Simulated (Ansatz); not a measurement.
**B$_{3}$H$_{2}$ (doublet): density, localisation and related maps**

Input

```
crystal:
  periodic: [false, false, false]
  atoms:
    - {symbol: B, position_ang: [-0.804135, -1.007635, 0.058923]}
    - {symbol: B, position_ang: [0.687280, -0.670406, 0.177610]}
    - {symbol: B, position_ang: [-0.816001, 0.509023, -0.168457]}
    - {symbol: H, position_ang: [-0.919411, 1.671814, -0.352792]}
    - {symbol: H, position_ang: [1.852267, -0.502807, 0.284726]}
basis:
  gaussian: {orbitals: def2-TZVP, initial_orbitals: start.molden}
magnetization: {spin_polarized: true, initial_magnetization: 1}
hamiltonian: {xc: pbe0, dispersion: d4}
output: {orbitals: {seedname: orbitals}}
```

Launched as:

```sh
ansatz run in.yaml --threads 4 --pin off --events-out ev --progress --plain --max-ram 3916MiB
```

Geometry: r2SCAN-D4/def2-TZVP.

The calculation used Ansatz 0.2.0, UKS PBE0-D4/def2-TZVP.

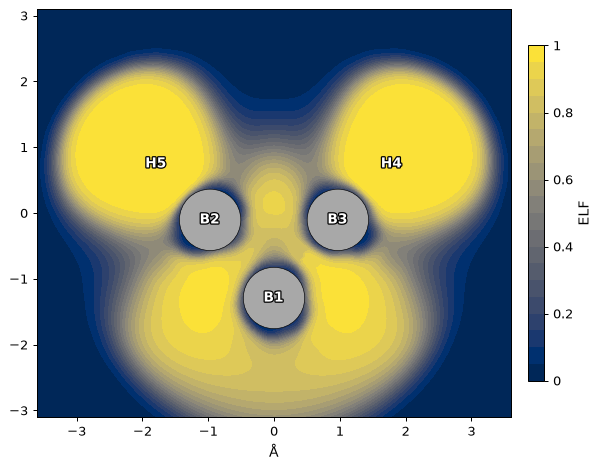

Figure 1. ELF on the molecular plane. Grey discs cover the atomic cores.

What does the map show?

- Atoms in the plane: B and H.
- B–B (1.53 Å): the ELF peaks at about 0.95 between the atoms, as expected for localised, covalent bonding.
- B–H (1.18 Å): the ELF climbs to about 1 towards the hydrogen, as it does in any bond to H: an ordinary covalent bond to hydrogen.

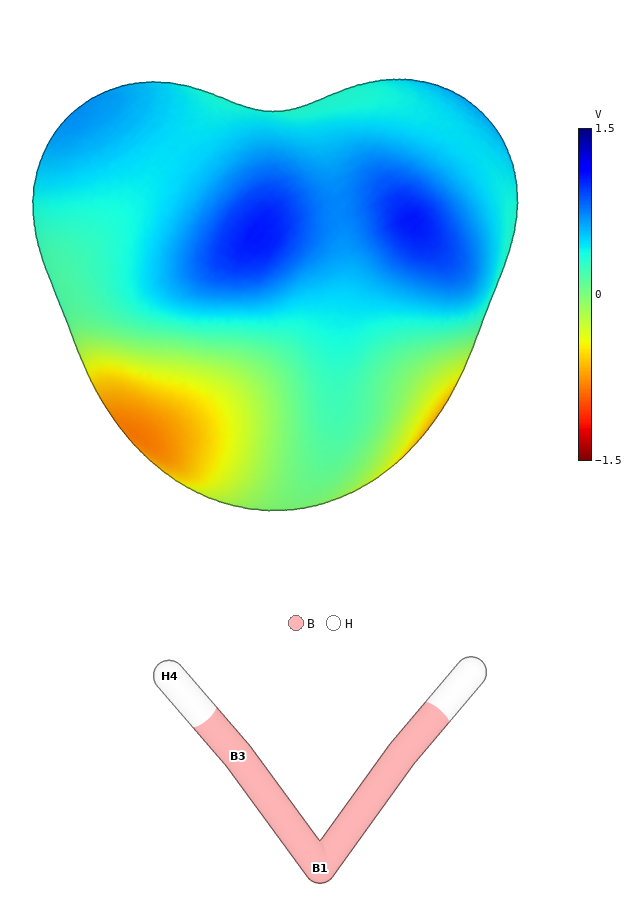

Figure 2. The electrostatic potential painted on the density surface at 0.002 e/bohr³, seen at a tilt; red is negative and blue positive. The bare structure is drawn below in the same view.

Describe the electrostatic potential map.

The most negative region (about −0.8 V) lies over H4, the most positive (about +1.1 V) over B2 and B3.

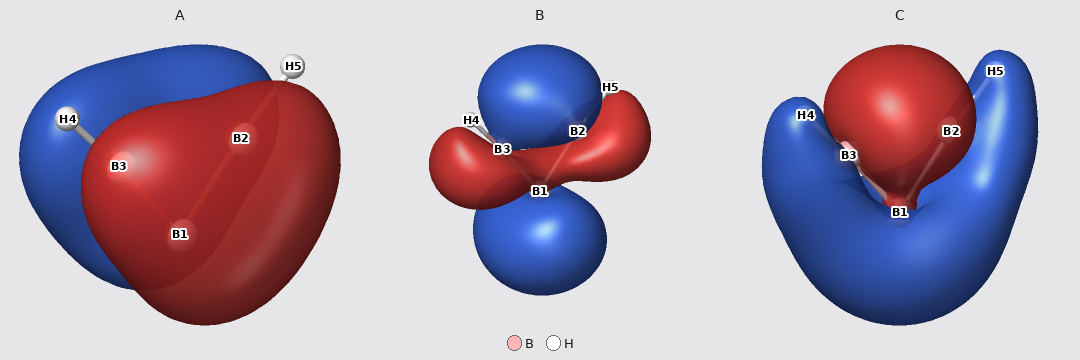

Figure 3. Three frontier orbitals at ±0.08 Å⁻³ᐟ² (red and blue are the two phases), in no order.

Which picture is the HOMO−1, the HOMO and the LUMO? All are α orbitals.

A is the HOMO−1 (α) (−7.87 eV). By Hirshfeld shares it lies mainly on B1 (about 35 %), B2 (about 30 %) and B3 (about 30 %); it changes sign across the molecular plane (π type); π-bonding across B1–B2 and B1–B3. C is the HOMO (α) (−7.54 eV). Its weight (Hirshfeld) is mainly on B1 (about 45 %), B2 (about 25 %) and B3 (about 25 %); it is symmetric in the molecular plane (an in-plane orbital: σ, lone-pair or in-plane π type). B is the LUMO (α) (−1.90 eV). By Hirshfeld shares it lies mainly on B1 (about 45 %), B2 (about 25 %) and B3 (about 25 %); it is symmetric in the molecular plane (an in-plane orbital: σ, lone-pair or in-plane π type).

What is the gap between the highest occupied and lowest empty α orbitals?

5.64 eV between the orbital energies.
